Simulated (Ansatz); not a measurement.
# GeNH2+ (triplet): the correlation ladder, cc-pVTZ

Aim: climb from Hartree-Fock through coupled cluster for GeNH2+ (triplet) at one geometry and basis, and see what each rung misses.

The runs use Ansatz 0.2.0, Gaussian basis; cc-pVTZ, core rule «outside noble gas», up to 15 orbitals frozen.

The runs, in order: UHF; CCSD(T) on ROHF; CCSD(T) on UHF; BCCD(T) on ROHF; CCSDT(Q) on ROHF; CCSDT(Q) on UHF.

11 further runs of the same task are left out: 6 for a known fault of the program, 5 set aside as unsound or not needed.

### 1 The system

The geometry is a PBE0/def2-TZVP stationary point (not a proven minimum) of the parent state, kept for this charge and spin. No spin-orbit coupling is included. The filled d shell of Ge may be among the frozen orbitals whatever the setting's name suggests; the logs give the count.

4 atoms, charge 1, spin multiplicity 3.

Atoms are counted from 1 here; the program's logs count them from 0.

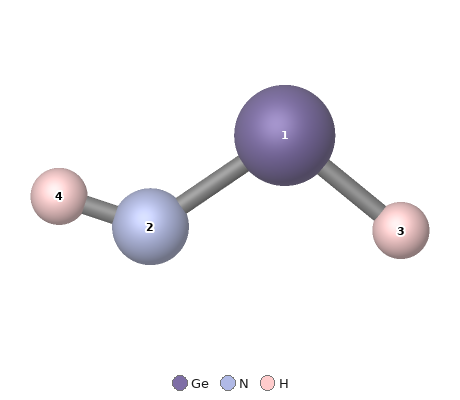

The geometry (germanium purple, nitrogen light blue, hydrogen pink); atoms are numbered from 1 in the order of the file.

Geometry (Å):

```xyz
4
charge 1, multiplicity 3
Ge    0.0000   -0.0506    0.2877
N     0.0000    0.1992   -1.4068
H     0.0000    1.3856    0.9486
H     0.0000   -0.5080   -2.1327
```

### 2 UHF

The input, in.yaml:

```yaml
crystal:
  periodic: [false, false, false]
  atoms:
    - {symbol: Ge, position_ang: [0.000000, -0.050581, 0.287692]}
    - {symbol: N, position_ang: [0.000000, 0.199167, -1.406789]}
    - {symbol: H, position_ang: [0.000000, 1.385599, 0.948607]}
    - {symbol: H, position_ang: [0.000000, -0.508046, -2.132666]}
basis:
  gaussian: {orbitals: cc-pVTZ}
total_charge: 1
magnetization: {spin_polarized: true, initial_magnetization: 2}
hamiltonian: {xc: hf}
output: {orbitals: {seedname: orbitals}}
```

The run is started by

```
$ ansatz run in.yaml --threads 1 --pin off --events-out ev --progress --plain --max-ram 4096MiB --backend cpu
```

Further steps of the session: CCSD(T) on ROHF; CCSD(T) on UHF; BCCD(T) on ROHF; CCSDT(Q) on ROHF; CCSDT(Q) on UHF.

Q: Predict the results of all the runs planned. Wanted: UCCSDT(Q) below the RHF energy; RMP2 from UCCSDT(Q); UMP2 from UCCSDT(Q); RCCSD from UCCSDT(Q); RCCSD(T) from UCCSDT(Q); UCCSD(T) from UCCSDT(Q); RCCSDT(Q) from UCCSDT(Q); T1 diagnostic.

As calculated:

| quantity | value |
| --- | --- |
| UCCSDT(Q) below the RHF energy | -7.7839 eV |
| RMP2 from UCCSDT(Q) | +1057.8 meV |
| UMP2 from UCCSDT(Q) | +1086.7 meV |
| RCCSD from UCCSDT(Q) | +335.8 meV |
| RCCSD(T) from UCCSDT(Q) | +49.9 meV |
| UCCSD(T) from UCCSDT(Q) | +47.0 meV |
| RCCSDT(Q) from UCCSDT(Q) | +8.3 meV |
| levels within 1 kcal/mol (43 meV) | RCCSDT, UCCSDT, RCCSDT(Q) |
| T1 diagnostic | 0.036 |

What this shows: RCCSD(T) lands +49.9 meV from the yardstick (0.6 % of the correlation energy). These misses are within one basis, not against nature; the frozen cores of restricted and unrestricted runs differ, which can shift their rows.
